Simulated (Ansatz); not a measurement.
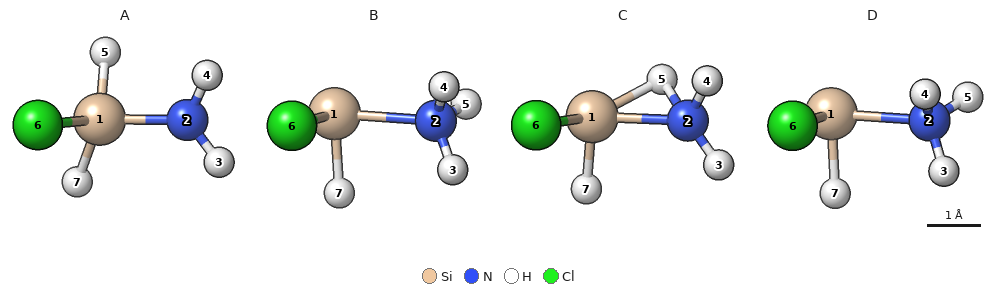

4 geometries from a converged minimum-energy path of SiNH₄Cl, shuffled. Style: ball-and-stick. Shown face on.

These are results of RKS LDA/6-31G* (Ansatz 0.2.0), not measurements. Set-up: 7 movable images; climbing image; force threshold 0.05 eV/Å; iteration limit 60; starting path through a guess of the saddle point.

### Which frame is the transition state?

C. In order along the path, whose images run from 0 to 8: A (image 1, +7.9 kcal/mol), C (image 3, +60.3 kcal/mol), B (image 6, +28.5 kcal/mol), D (image 7, +27.9 kcal/mol). A hydrogen atom shifts from one atom to another. Breaking: Si1–H5 (1.49 → 1.66 at the top → 2.63 Å). Forming: N2–H5 (2.59 → 1.39 at the top → 1.03 Å).

Cost: 100 s on 1 thread of Arm Neoverse V1, on a shared host, peak memory 0.11 GiB.
